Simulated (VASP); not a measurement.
Band structure of CdSe (wurtzite). Computed with rev-vdW-DF2, VASP's PBE PAW potentials (set 64) (plane waves; VASP).

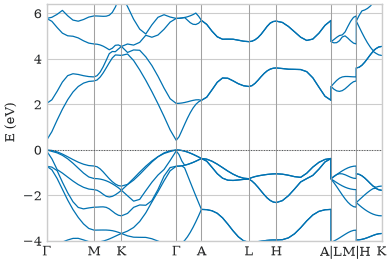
Fig. 1. Bands along high-symmetry lines, zero at the valence-band maximum or, without a gap, the Fermi level

Read the plot: is there a gap, and where are the band edges?

The gap is direct, 0.43 eV, from the valence maximum at Γ to the conduction minimum at Γ. (Edges off the drawn lines would not show.)

Measured: gap 1.73 eV (computed value off by -1.30 eV), as given by Abedi et al., (2022), arXiv:2211.14644.

The compound is CdSe in the wurtzite structure. It was relaxed first.
